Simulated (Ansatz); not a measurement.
Consider AsH5OZn.

Input

```
crystal:
  periodic: [false, false, false]
  atoms:
    - {symbol: Zn, position_ang: [-0.649042, -1.287834, -0.901493]}
    - {symbol: H, position_ang: [0.053495, -2.248687, -1.859346]}
    - {symbol: O, position_ang: [-1.772044, -0.338051, 0.147892]}
    - {symbol: H, position_ang: [2.530091, 1.076441, 0.284146]}
    - {symbol: As, position_ang: [1.069702, 0.663862, 0.290327]}
    - {symbol: H, position_ang: [-2.693281, -0.600917, 0.149906]}
    - {symbol: H, position_ang: [0.531181, 2.061674, 0.094277]}
    - {symbol: H, position_ang: [0.929900, 0.673510, 1.794492]}
basis:
  gaussian: {orbitals: def2-TZVPP}
hamiltonian: {xc: pbe0, dispersion: d4}
output: {orbitals: {seedname: orbitals}}
```

Launched as:

```sh
ansatz run in.yaml --threads 8 --pin off --events-out ev --progress --plain --max-ram 19148MiB
```

The reactant side of a reaction path; geometry: PBE0-D4/def2-TZVP.

These are results of Ansatz, RKS PBE0-D4/def2-TZVPP, not measurements.

Q: Predict the electron density and electron localisation function between the atoms.

A: Zn–O (1.81 Å): ρ is about 0.86 e/Å³ halfway; the ELF peaks at about 0.85 in the valence shell of O, 0.6 Å from its nucleus, and is about 0.20 at the midpoint.
Zn–As (2.86 Å): ρ is about 0.21 e/Å³ halfway, with its minimum of 0.18 e/Å³ about 1.3 Å from Zn; the ELF peaks at about 0.90 between the atoms.
O–H (0.96 Å): ρ is about 3.8 e/Å³ halfway; the ELF climbs to about 1 towards the hydrogen, as it does in any bond to H: an ordinary covalent bond to hydrogen.
As–H (1.52 Å): ρ at the midpoint is about 1.2 e/Å³; the ELF climbs to about 1 towards the hydrogen.

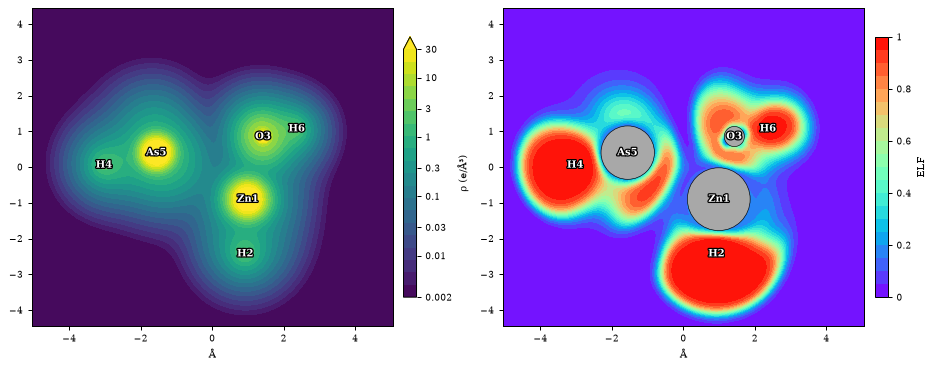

Computed electron density and electron localisation function on the plane of atoms O3, Zn1 and As5, in this order. Grey discs cover the atomic cores in the ELF map. 
